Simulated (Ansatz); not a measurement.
**Hypothetical cubic perovskite CaHfSe3, pressure series**

Consider CaHfSe3 in the cubic perovskite structure (space group Pm-3m, No. 221; a = 5.189 Å; a hypothetical phase, not in the database extracts checked).

Cell and atoms are relaxed at each pressure.

The values are results of PBE (Ansatz, a program for electronic structure, PAW, no SOC), not measurements.

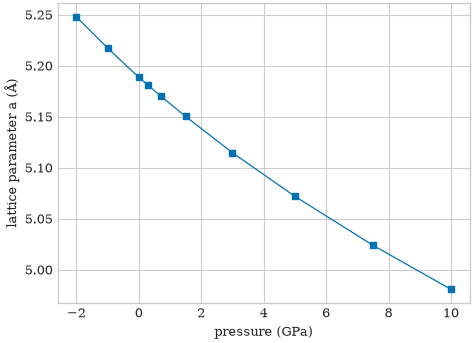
Figure: Lattice parameter a against pressure

```tsv
pressure (GPa)	lattice parameter a
-2	5.248 Å
-1	5.217 Å
0.3	5.181 Å
0.7	5.170 Å
1.5	5.150 Å
3	5.115 Å
5	5.072 Å
7.5	5.024 Å
10	4.981 Å
```

The mesh was chosen for an insulator and is coarse for the gapless case. Load acts through the strain it causes; cell and atoms are relaxed under it. No phonon test of stability was made. No other phases were tried under pressure. The final runs are not spin-polarised. Many cubic perovskites are stable only at high temperature; tilts and polar distortions were not tested.
